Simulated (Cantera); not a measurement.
Feed: 1 mol Nb, 7.7 mol N2O, 0.16 mol H2O, held at 0.550 Pa.

Cantera equilibrium calculation (NASA polynomials, part measured and part estimated; ideal gas, pure solids and liquids). Candidate condensed phases: H2O, Nb, NbO, NbO2, Nb2O5; 27 gas species. Condensed phases not in the tables: the oxides between NbO2 and Nb2O5. The numbers say what is thermodynamically allowed, not how fast it happens.

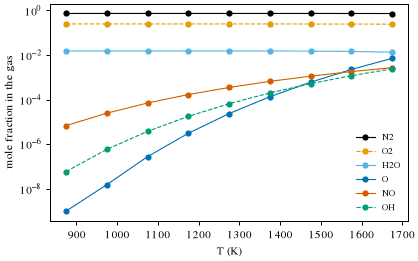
*Equilibrium gas composition (values under 1e-9 drawn at 1e-9)*

From 875 K to 1675 K the condensed part is Nb2O5(s).
